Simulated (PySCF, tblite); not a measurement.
# C₅H₁₀SSi: geometry, infrared bands and NMR shifts

What infrared bands and NMR shifts should C₅H₁₀SSi (`C/C=C/C=C/S[SiH3]`) show?

The runs use tblite 0.8.0 and PySCF 2.14.0, with density-fitted response routines of our own; the level of theory stands in each step. All values are computed, except where a source is named. Atoms are numbered from 0 throughout.

## 1. Starting geometry

17 atoms, charge 0, multiplicity 1; geometry from: force field or distance geometry start.

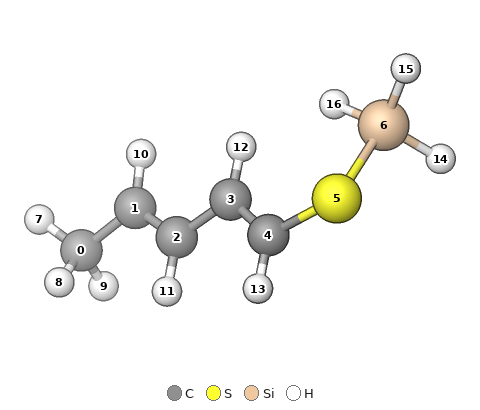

As it starts; carbon grey, sulfur yellow, silicon light orange, hydrogen white, atoms numbered.

## 2. Relaxing the molecule with GFN2-xTB

The job: settings as JSON, then the geometry in Å.

```
{"job": {"kind": "relax", "xc": "GFN2-xTB", "basis": "xTB"}, "charge": 0, "multiplicity": 1}
C     -2.003700     0.619800    -2.699500
C     -0.793900     0.535200    -1.837900
C     -0.935700     0.686200    -0.514700
C      0.194600     0.623700     0.400600
C     -0.088200     0.789400     1.697600
S      1.150100     0.739100     2.976200
Si     2.571600    -0.764900     2.334200
H     -1.761700     0.857000    -3.747800
H     -2.598300     1.473300    -2.306300
H     -2.641100    -0.288400    -2.602300
H      0.188900     0.336000    -2.279300
H     -1.959400     0.872800    -0.173700
H      1.196700     0.433600     0.090300
H     -1.104000     0.976700     2.019000
H      2.201200    -2.024600     2.962800
H      3.880600    -0.279200     2.784600
H      2.495400    -0.924100     0.886300
```

Run with:

```sh
OMP_NUM_THREADS=1 python probes_run.py task.json out
```

The driver reads the jobs from task.json and runs them one after another.

What it wrote:

```text
step      E/eV     max force
  0    -564.49416    1.894
  1    -564.57083    0.776
  2    -564.61404    0.713
  3    -564.64564    0.383
  4    -564.66338    0.336
  5    -564.67844    0.388
  6    -564.68893    0.328
  7    -564.69675    0.242
  8    -564.70192    0.197
  9    -564.70673    0.205
 10    -564.71165    0.253
 11    -564.71668    0.213
 12    -564.72095    0.204
 13    -564.72435    0.142
 14    -564.72757    0.134
 15    -564.73082    0.135
 16    -564.73362    0.142
 17    -564.73610    0.134
 18    -564.73860    0.124
 19    -564.74113    0.135
 20    -564.74325    0.114
 21    -564.74473    0.102
 22    -564.74589    0.088
 23    -564.74694    0.078
 24    -564.74776    0.066
 25    -564.74828    0.053
 26    -564.74865    0.052
 27    -564.74903    0.058
 28    -564.74951    0.055
 29    -564.75007    0.064
 30    -564.75062    0.059
 31    -564.75111    0.053
 32    -564.75155    0.052
 33    -564.75203    0.053
 34    -564.75260    0.070
 35    -564.75326    0.064
 36    -564.75405    0.077
 37    -564.75505    0.093
 38    -564.75642    0.101
 39    -564.75819    0.122
 40    -564.76022    0.147
 41    -564.76239    0.123
 42    -564.76479    0.151
 43    -564.76747    0.208
 44    -564.76997    0.194
 45    -564.76990    0.204
 46    -564.77454    0.121
 47    -564.77687    0.139
 48    -564.78071    0.152
 49    -564.78417    0.198
 50    -564.78806    0.197
 51    -564.78598    0.369
 52    -564.79190    0.119
 53    -564.79315    0.101
 54    -564.79708    0.107
 55    -564.79840    0.079
 56    -564.79974    0.099
 57    -564.80076    0.068
 58    -564.80161    0.060
 59    -564.80259    0.065
 60    -564.80350    0.066
 61    -564.80459    0.071
 62    -564.80578    0.077
 63    -564.80688    0.091
 64    -564.80784    0.065
 65    -564.80867    0.100
 66    -564.80981    0.104
 67    -564.81117    0.083
 68    -564.81343    0.069
 69    -564.81471    0.083
 70    -564.81654    0.103
 71    -564.81878    0.116
 72    -564.82096    0.140
 73    -564.81457    0.319
 74    -564.82495    0.089
 75    -564.82634    0.080
 76    -564.82929    0.113
 77    -564.83036    0.098
 78    -564.83406    0.096
 79    -564.83599    0.118
 80    -564.83910    0.108
 81    -564.84105    0.094
 82    -564.84212    0.063
 83    -564.84243    0.138
 84    -564.84342    0.070
 85    -564.84398    0.046
 86    -564.84481    0.054
 87    -564.84576    0.067
 88    -564.84703    0.087
 89    -564.84850    0.093
 90    -564.85042    0.096
 91    -564.85282    0.112
 92    -564.85528    0.102
 93    -564.85730    0.089
 94    -564.85918    0.087
 95    -564.86161    0.123
 96    -564.86447    0.177
 97    -564.86742    0.232
 98    -564.86911    0.208
 99    -564.87176    0.174
100    -564.87325    0.074
101    -564.87447    0.053
102    -564.87522    0.080
103    -564.87562    0.061
104    -564.87614    0.043
105    -564.87672    0.053
106    -564.87744    0.051
107    -564.87784    0.040
108    -564.87808    0.032
109    -564.87836    0.034
110    -564.87873    0.047
111    -564.87919    0.039
112    -564.87973    0.053
113    -564.88021    0.037
114    -564.88062    0.053
115    -564.88109    0.060
116    -564.88167    0.065
117    -564.88224    0.058
118    -564.88275    0.056
119    -564.88324    0.049
120    -564.88379    0.050
121    -564.88427    0.044
122    -564.88459    0.042
123    -564.88483    0.041
124    -564.88508    0.040
125    -564.88538    0.053
126    -564.88568    0.053
127    -564.88597    0.046
128    -564.88627    0.041
129    -564.88657    0.040
130    -564.88680    0.038
131    -564.88695    0.029
132    -564.88706    0.024
133    -564.88719    0.025
134    -564.88736    0.028
135    -564.88753    0.025
136    -564.88766    0.027
137    -564.88774    0.020
138    -564.88781    0.019
139    -564.88787    0.018
140    -564.88792    0.018
141    -564.88798    0.018
142    -564.88804    0.022
143    -564.88811    0.021
144    -564.88819    0.019
145    -564.88827    0.016
146    -564.88836    0.022
147    -564.88847    0.024
148    -564.88856    0.021
149    -564.88863    0.019
150    -564.88869    0.019
151    -564.88874    0.018
152    -564.88880    0.019
153    -564.88887    0.022
154    -564.88897    0.025
155    -564.88906    0.025
156    -564.88913    0.020
157    -564.88918    0.015
158    -564.88922    0.015
159    -564.88928    0.018
160    -564.88934    0.027
161    -564.88943    0.031
162    -564.88955    0.027
163    -564.88971    0.036
164    -564.88993    0.042
165    -564.89016    0.034
166    -564.89034    0.030
167    -564.89042    0.018
168    -564.89047    0.017
169    -564.89051    0.013
170    -564.89055    0.015
171    -564.89058    0.013
172    -564.89061    0.009
```

Wall time 4 s (1 thread of Intel Xeon at 2.50GHz, shared host); peak memory 0.18 GiB.

Along the way: (not every step is listed)

```
step  energy from step 0 (eV)  largest force (eV/Å)
   0                   0.0000                1.8944
   1                  -0.0767                0.7762
   2                  -0.1199                0.7129
   3                  -0.1515                0.3829
   4                  -0.1692                0.3365
   5                  -0.1843                0.3877
   6                  -0.1948                0.3278
   7                  -0.2026                0.2415
   8                  -0.2078                0.1973
  23                  -0.2528                0.0777
  38                  -0.2623                0.1011
  53                  -0.2990                0.1006
  68                  -0.3193                0.0686
  83                  -0.3483                0.1382
  98                  -0.3750                0.2079
 113                  -0.3861                0.0373
 128                  -0.3921                0.0413
 143                  -0.3940                0.0207
 158                  -0.3951                0.0153
 167                  -0.3963                0.0183
 168                  -0.3963                0.0166
 169                  -0.3963                0.0128
 170                  -0.3964                0.0146
 171                  -0.3964                0.0130
 172                  -0.3965                0.0094
```

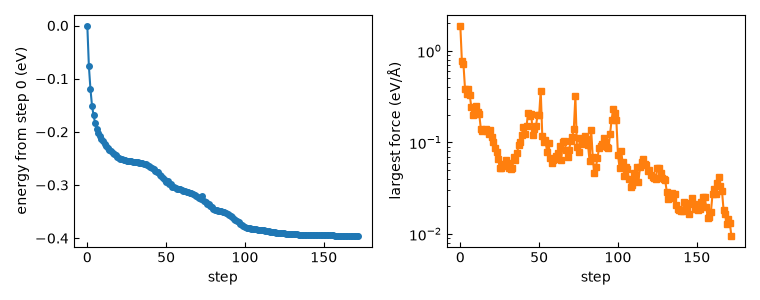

Energy and force, step by step.

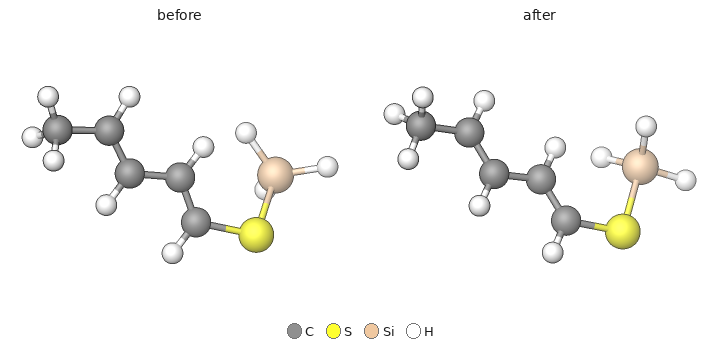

Before and after, at one scale.

Distances of close pairs at the start and the end, largest changes first:

```
   bond  before (Å)  after (Å)  change (Å)
  C4–S5       1.781      1.747      -0.034
  C0–H8       1.112      1.087      -0.025
  C0–H9       1.114      1.090      -0.023
 C3–H12       1.066      1.082      +0.016
  C2–C3       1.456      1.440      -0.016
Si6–H15       1.467      1.452      -0.015
 S5–Si6       2.167      2.153      -0.014
 C1–H10       1.096      1.083      -0.013
```

The final coordinates are the input of the step that follows.

## 3. Harmonic vibrations with GFN2-xTB

The job: settings as JSON, then the geometry in Å.

```
{"job": {"kind": "ir", "xc": "GFN2-xTB", "basis": "xTB"}, "charge": 0, "multiplicity": 1}
C     -2.014124     0.562962    -2.719992
C     -0.957873     0.313414    -1.700794
C     -0.997512     0.749381    -0.440791
C      0.042136     0.490070     0.520518
C      0.007930     0.940781     1.776423
S      1.200977     0.687742     3.027183
Si     2.643983    -0.668197     2.181571
H     -1.597014     1.103880    -3.570133
H     -2.832538     1.143371    -2.301227
H     -2.406956    -0.382143    -3.096200
H     -0.107803    -0.265641    -2.039559
H     -1.842893     1.329200    -0.093426
H      0.878862    -0.103041     0.174263
H     -0.811046     1.544069     2.138098
H      1.942320    -1.873286     1.757323
H      3.525914    -0.894722     3.312345
H      3.318638    -0.016347     1.064488
```

What it wrote:

```text
mode    cm-1     km/mol
  1      48.0      1.83
  2      83.0      1.13
  3      88.3      0.96
  4     149.6      1.39
  5     169.3      0.56
  6     185.6      1.17
  7     221.6      0.36
  8     311.4      0.58
  9     321.3      0.40
 10     379.5      0.40
 11     494.5     50.67
 12     516.4     16.44
 13     529.7     54.33
 14     582.1     33.14
 15     703.6      8.70
 16     756.0    118.52
 17     760.5    401.83
 18     764.2    115.95
 19     782.4    132.04
 20     821.5     82.90
 21     952.3      3.47
 22     963.8     21.20
 23    1010.5     34.64
 24    1031.5      0.44
 25    1116.8      6.84
 26    1168.7      0.08
 27    1196.0      6.84
 28    1251.8      3.39
 29    1293.3      0.91
 30    1300.2      2.98
 31    1401.8      1.00
 32    1475.0      4.63
 33    1483.2     11.64
 34    1617.7     91.02
 35    1680.3     16.50
 36    2300.1    283.70
 37    2313.8    136.62
 38    2371.2    184.63
 39    2987.0     27.94
 40    3004.1     48.57
 41    3039.1      4.61
 42    3047.6     11.63
 43    3050.7      9.18
 44    3063.2    118.70
 45    3080.6     31.56
```

Run time: 1.9 s. Hardware: 1 thread of Intel Xeon at 2.50GHz, shared host; peak memory 0.18 GiB.

The strongest bands and the atoms that carry them (share of the mass-weighted mode):

```
cm⁻¹  km/mol                                  atoms
 756   118.5  H15 27 %, H14 18 %, C2 12 %, H10 11 %
 760   401.8           H15 24 %, H16 24 %, H14 24 %
 764   116.0           H15 32 %, H16 15 %, H14 14 %
 782   132.0                     H16 49 %, H14 39 %
2300   283.7                     H16 86 %, H14 10 %
2314   136.6                     H14 87 %, H16 11 %
2371   184.6                               H15 97 %
3063   118.7           H11 55 %, H10 19 %, H12 10 %
```

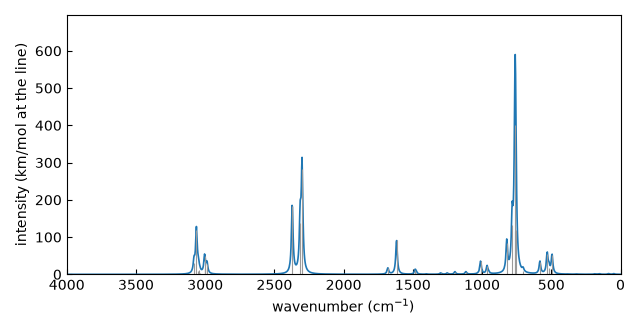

The infrared spectrum from these modes, unscaled. Lines are broadened to a width of 14 cm⁻¹ (Lorentzian).

## 4. Nuclear shieldings: PBE0/pcSseg-1

The job, as its differences from that of step 3:

```diff
@@ -1,2 +1,2 @@
-{"job": {"kind": "ir", "xc": "GFN2-xTB", "basis": "xTB"}, "charge": 0, "multiplicity": 1}
+{"job": {"kind": "nmr", "xc": "PBE0", "basis": "pcSseg-1"}, "charge": 0, "multiplicity": 1}
 C     -2.014124     0.562962    -2.719992
```

Level: GIAO PBE0/pcSseg-1 NMR shielding, non-relativistic, gas phase.

What it wrote:

```text
coarse grid: 14880 points
cycle   1  E = -883.5691406421  dE =  7.057e-01  |g| = 3.717e-01  |ddm| = 3.813e+00
cycle   2  E = -883.5669856512  dE =  2.155e-03  |g| = 3.885e-01  |ddm| = 8.209e-01
cycle   3  E = -883.6080166340  dE = -4.103e-02  |g| = 7.252e-02  |ddm| = 4.633e-01
cycle   4  E = -883.6091460146  dE = -1.129e-03  |g| = 4.005e-02  |ddm| = 1.208e-01
cycle   5  E = -883.6095696635  dE = -4.236e-04  |g| = 7.212e-03  |ddm| = 4.493e-02
cycle   6  E = -883.6095826776  dE = -1.301e-05  |g| = 3.494e-03  |ddm| = 1.405e-02
cycle   7  E = -883.6095855790  dE = -2.901e-06  |g| = 9.283e-04  |ddm| = 3.911e-03
final grid: 133432 points
cycle   8  E = -883.6534798355  dE = -2.606e-05  |g| = 8.437e-03  |ddm| = 3.375e-02
cycle   9  E = -883.6534687932  dE =  1.104e-05  |g| = 1.032e-02  |ddm| = 1.927e-02
cycle  10  E = -883.6534982115  dE = -2.942e-05  |g| = 1.264e-03  |ddm| = 1.263e-02
cycle  11  E = -883.6534986461  dE = -4.346e-07  |g| = 3.215e-04  |ddm| = 1.546e-03
cycle  12  E = -883.6534986712  dE = -2.504e-08  |g| = 1.042e-04  |ddm| = 4.638e-04
cycle  13  E = -883.6534986740  dE = -2.816e-09  |g| = 2.588e-05  |ddm| = 1.342e-04
cycle  14  E = -883.6534986742  dE = -1.710e-10  |g| = 7.505e-06  |ddm| = 3.030e-05
converged SCF energy = -883.6534986742

GIAO shielding tensors (ppm)
atom      isotropic    diamagn.    paramagn.     s11        s22        s33       span
  0 C      164.649     246.351     -81.702    151.525    156.749    185.672     34.147
  1 C       51.829     256.947    -205.118    -50.122     53.061    152.548    202.669
  2 C       49.649     255.482    -205.832    -52.839     66.964    134.822    187.661
  3 C       50.383     257.845    -207.463    -47.814     59.378    139.585    187.399
  4 C       55.559     256.588    -201.028    -38.636     58.042    147.271    185.907
  5 S      614.684    1056.865    -442.181    429.601    561.333    853.117    423.517
  6 Si     414.550     879.343    -464.793    374.962    413.659    455.029     80.067
  7 H       29.675      26.935       2.740     25.788     27.551     35.687      9.899
  8 H       29.980      28.643       1.337     26.257     29.407     34.276      8.019
  9 H       29.686      27.531       2.155     25.786     27.594     35.678      9.891
 10 H       25.899      35.310      -9.411     23.664     23.949     30.085      6.420
 11 H       25.404      34.208      -8.804     22.547     23.865     29.801      7.254
 12 H       25.739      37.288     -11.549     22.267     22.973     31.977      9.710
 13 H       25.568      32.481      -6.913     21.645     25.247     29.812      8.166
 14 H       27.069      30.120      -3.051     23.860     24.943     32.403      8.543
 15 H       27.338      27.990      -0.652     23.735     25.164     33.115      9.379
 16 H       26.998      29.759      -2.762     23.662     24.770     32.561      8.899
```

It took 1.8 min on 1 thread of Intel Xeon at 2.50GHz, shared host; peak memory 0.88 GiB.

The references, computed at this level on geometries of the same kind, shield at (ppm): 1H TMS 31.72, 13C TMS 186.9, 29Si TMS 349.2, 33S CS2 504. Their shielding less the atom's gives the shift. The references are single molecules in the gas phase. Atoms listed in one row are averaged.

```
        atoms                           environment  σ (ppm)  δ (ppm)  δ scaled to CDCl3
           C2                             alkene CH     49.6    137.3              132.1
           C3                             alkene CH     50.4    136.5              131.4
           C1                             alkene CH     51.8    135.1              129.9
           C4                             alkene CH     55.6    131.4              121.9
           C0                 allylic methyl carbon    164.6     22.3               19.8
          H11              hydrogen on an alkene CH    25.40     6.31               6.06
          H13              hydrogen on an alkene CH    25.57     6.15               5.90
          H12              hydrogen on an alkene CH    25.74     5.98               5.74
          H10              hydrogen on an alkene CH    25.90     5.82               5.59
H14, H15, H16     hydrogen on a silicon bonded to S    27.13     4.58                  –
   H7, H8, H9  hydrogen on an allylic methyl carbon    29.78     1.94               1.93
           S5                sulfur bonded to C, Si      615     -111                  –
          Si6              silicon bonded to S, 3 H    414.6    -65.4                  –
```

The scaled column applies a straight-line fit of computed shieldings to shifts measured in CDCl3, with any fitted terms for Cl, Br or S neighbours (root-mean-square error 0.16 ppm for H, 1.9 ppm for C).

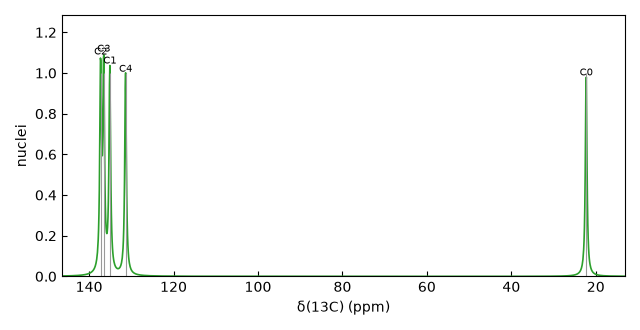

13C lines at the computed shifts, without couplings. Lines are broadened to a width of 0.46 ppm (Lorentzian).

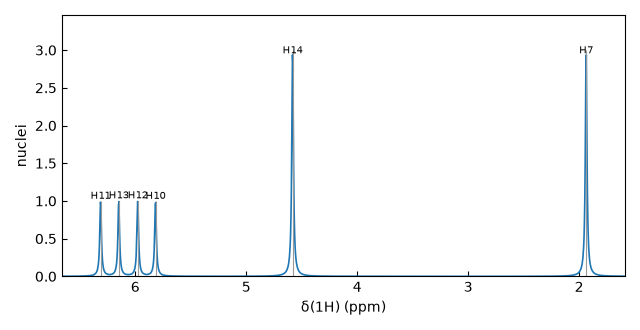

1H lines at the computed shifts, without couplings. Lines are broadened to a width of 0.02 ppm (Lorentzian).

The run also stored atomic charges by several schemes (e):

```
atoms  Mulliken    IAO  Hirshfeld  ESP fit
   C0     -0.20  -0.42      -0.12    -0.40
   C1     -0.25  -0.14      -0.04     0.08
   C2     -0.08  -0.15      -0.06    -0.34
   C3     -0.13  -0.16      -0.07    -0.17
   C4     -0.23  -0.27      -0.07    -0.13
   S5     -0.20  -0.09      -0.07    -0.26
  Si6      0.42   0.53       0.30     0.34
```

IAO charges:

C0 -0.42; C1 -0.14; C2 -0.15; C3 -0.16; C4 -0.27; S5 -0.09; Si6 0.53; H7 0.15; H8 0.14; H9 0.15; H10 0.14; H11 0.14; H12 0.13; H13 0.17; H14 -0.11; H15 -0.09; H16 -0.11

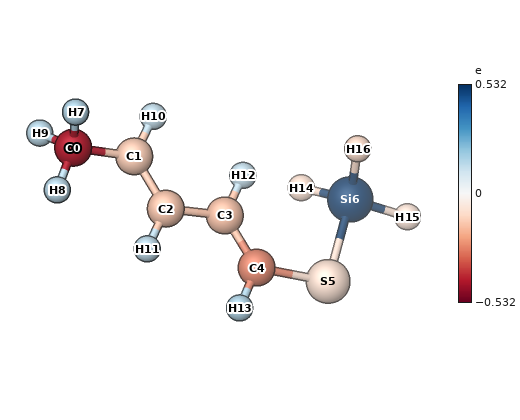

IAO charges, as colours on the atoms.

Mayer bond orders: C0–C1 1.07, C1–C2 1.78, C2–C3 1.11, C3–C4 1.73, C4–S5 1.07, S5–Si6 0.94.

The fields below are evaluated on a grid from the run's orbitals.

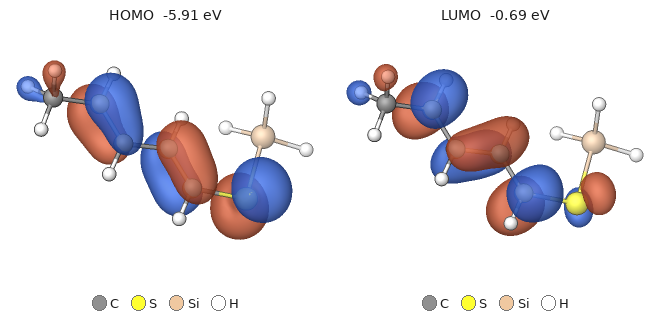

PBE0/pcSseg-1 orbitals near the gap, drawn at the value that encloses 70 % of each; the two colours are the two signs.

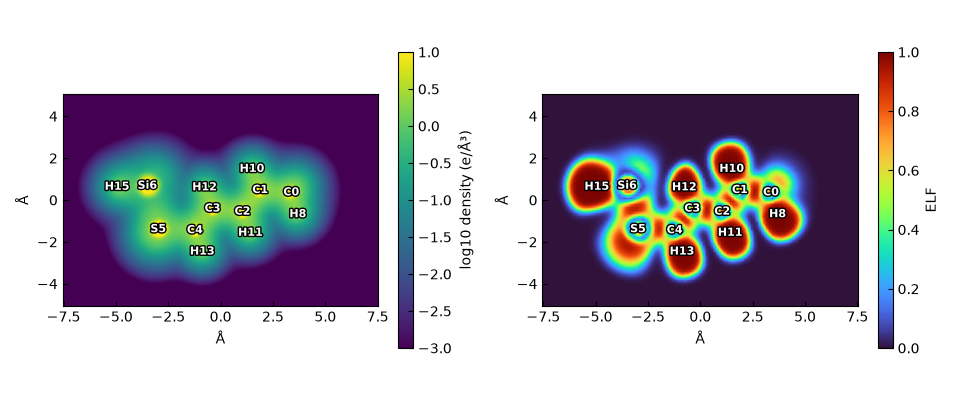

Density (left) and ELF (right) in a plane through or near 13 of the atoms.

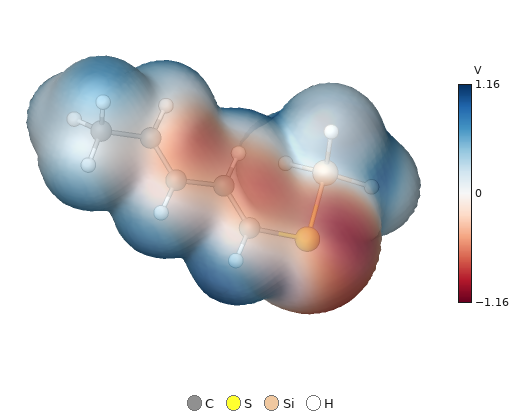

The potential that a unit positive charge feels on the 0.002 e/bohr³ surface, from -0.88 V near S5 to 1.16 V near H15.

## 5. Summary of results

| quantity | value |
| --- | --- |
| strongest single infrared mode (GFN2-xTB) | 760 cm⁻¹, 402 km/mol |
| zero-point energy (GFN2-xTB) | 79.9 kcal/mol |
| 13C shifts against TMS (PBE0/pcSseg-1) | 137.3, 136.5, 135.1, 131.4, 22.3 ppm |
| 1H shifts against TMS (PBE0/pcSseg-1, means over atoms taken as alike) | 6.31, 6.15, 5.98, 5.82, 4.58, 1.94 ppm |
| 33S shifts against CS2 (PBE0/pcSseg-1) | -111 ppm |
| 29Si shifts against TMS (PBE0/pcSseg-1) | -65.4 ppm |
| surface potential, least and greatest | -0.88 V and 1.16 V |

In words: Relaxing lowered the energy by 0.396 eV in 172 steps; the close pair that moved most is C4–S5, from 1.781 to 1.747 Å. No mode is imaginary among the 45: a minimum at this level. GFN2-xTB is a fitted tight-binding method: band positions and strengths are rough. Its intensities can rank the bands wrongly. At PBE0/pcSseg-1: The widest tensor belongs to S5: span 424 ppm, with a paramagnetic part of -442 ppm. At PBE0/pcSseg-1, counted by nearest atom on the grid, the HOMO lies on S5 30 %; C1, C3 about 17 % each, the LUMO on C1, C4 about 23 % each; C3 14 %.
